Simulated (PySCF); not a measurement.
**SiH3Cl (SiClH3): CCSDT/STO-3G**

Aim: the vertical ionisation energy of SiH3Cl (SiClH3) at CCSDT/STO-3G, from 2 runs. Input form: a Python script.

Program for the calculation: PySCF 2.14.0.

10 further runs of the same task are left out: 1 that didn't finish, 9 set aside as unsound or not needed.

## 1. Starting point

The species is SiH3Cl (5 atoms), meant as a singlet with charge 0. SMILES: `[H][Si]([H])([H])Cl`. The coordinates come from a GFN2-xTB relaxation.

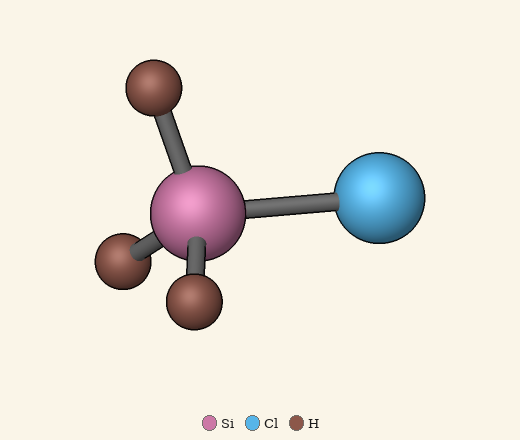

The structure, seen from a chosen angle (silicon pink, chlorine blue, hydrogen brown).

## 2. A single-point energy at CCSDT/STO-3G

Input file calc.py:

```python
from pyscf import gto, scf, cc

molecule = gto.M(
    atom=[
    ('Si', (0.000290, 0.001940, -0.129410)),
    ('Cl', (0.010690, -0.020840, 1.880630)),
    ('H', (1.382330, 0.011210, -0.594910)),
    ('H', (-0.700750, 1.203700, -0.566480)),
    ('H', (-0.692550, -1.196020, -0.589840)),
],
    verbose=3,
    max_memory=1860,
    basis='sto-3g',
)

myscf = scf.RHF(molecule)
myscf.conv_tol = 1e-10
myscf.kernel()
if not myscf.converged:
    myscf = myscf.newton().run(myscf.mo_coeff, myscf.mo_occ)

mycc = cc.CCSDT(myscf, frozen=10)
mycc.kernel()
e_final = mycc.e_tot
print('E(%s) = %.9f' % ('CCSDT', e_final))
```

On the command line:

```bash
$ OMP_NUM_THREADS=1 python calc.py
```

Standard output:

```text
converged SCF energy = -741.97294126895
_make_eris_incore_RCCSDT

WARN: A large `blksize` is being used, which may cause large memory consumption
      for storing contraction intermediates. If memory is sufficient, consider using
      `pyscf.cc.rccsdt_highm.RCCSDT` instead.

RCCSDT converged
E(RCCSDT) = -742.0369640214906   E_corr = -0.06402275254084319
E_corr(same-spin) = -0.00165070038645287
E_corr(oppo-spin) = -0.0623720521543903
E(CCSDT) = -742.036964021
```

Wall time 0.96 s (1 thread of Arm Neoverse V1, shared host); peak memory 0.1 GiB.

## 3. The doublet cation

Input file calc.py:

```python
from pyscf import gto, cc

mol = gto.Mole()
mol.atom = '''
Si   0.000290   0.001940  -0.129410
Cl   0.010690  -0.020840   1.880630
H    1.382330   0.011210  -0.594910
H   -0.700750   1.203700  -0.566480
H   -0.692550  -1.196020  -0.589840
'''
mol.spin = 1
mol.charge = 1
mol.verbose = 3
mol.max_memory = 1860
mol.basis = 'sto-3g'
mol.build()

hf = mol.UHF()
hf.conv_tol = 1e-10
hf.kernel()
if not hf.converged:
    hf = hf.newton().run(hf.mo_coeff, hf.mo_occ)

mycc = cc.CCSDT(hf, frozen=10)
mycc.kernel()
etot = mycc.e_tot
print('E(%s) = %.9f' % ('CCSDT', etot))
```

On the command line:

```bash
$ OMP_NUM_THREADS=1 python calc.py
```

Standard output:

```text
converged SCF energy = -741.624449402243  <S^2> = 0.75346565  2S+1 = 2.0034627
_make_eris_incore_UCCSDT

WARN: A large `blksize_v_aaa` is being used, which may cause large memory consumption
      for storing contraction intermediates. If memory is sufficient, consider using
      `pyscf.cc.uccsdt_highm.UCCSDT` instead.

WARN: A large `blksize_v_aab` is being used, which may cause large memory consumption
      for storing contraction intermediates. If memory is sufficient, consider using
      `pyscf.cc.uccsdt_highm.UCCSDT` instead.

UCCSDT converged
E(UCCSDT) = -741.6921580508875   E_corr = -0.06770864864443449
E_corr(same-spin) = -0.003813976838307
E_corr(oppo-spin) = -0.0638946718061275
E(CCSDT) = -741.692158051
```

It took 2.5 s on 1 thread of Arm Neoverse V1, shared host; peak memory 0.12 GiB.

## 4. Results

At CCSDT/STO-3G, 10 core orbitals frozen:

```
                                                                  quantity          value
                                              singlet SiH3Cl: total energy  -742.03696 Eh
                      singlet SiH3Cl: dipole moment (Hartree–Fock density)         2.76 D
                       singlet SiH3Cl: HOMO energy (Hartree–Fock orbitals)      -10.22 eV
                       singlet SiH3Cl: LUMO energy (Hartree–Fock orbitals)       10.21 eV
                     singlet SiH3Cl: HOMO–LUMO gap (Hartree–Fock orbitals)       20.43 eV
              singlet SiH3Cl: correlation energy (10 core orbitals frozen)      -64.0 mEh
                                             singlet SiH3Cl: T1 diagnostic          0.004
                                              doublet cation: total energy  -741.69216 Eh
doublet cation: HOMO energy (Hartree–Fock orbitals) (highest over α and β)      -18.48 eV
 doublet cation: LUMO energy (Hartree–Fock orbitals) (lowest over α and β)       -8.71 eV
              doublet cation: correlation energy (10 core orbitals frozen)      -67.7 mEh
                         doublet cation: ⟨S²⟩ of the reference determinant          0.753
                                             doublet cation: T1 diagnostic          0.026
                        vertical ionisation energy (to the doublet cation)       9.383 eV
```

Removing an electron at fixed nuclei costs 9.38 eV (216 kcal/mol). In a minimal basis such a difference can be off by several eV, whatever the method. Mulliken charges (singlet SiH3Cl) of the mean-field density run from -0.39 on Cl2 to +0.78 on Si1. Mulliken charges (doublet cation) of the mean-field density run from -0.04 on H3 to +0.78 on Si1; they depend strongly on the basis.
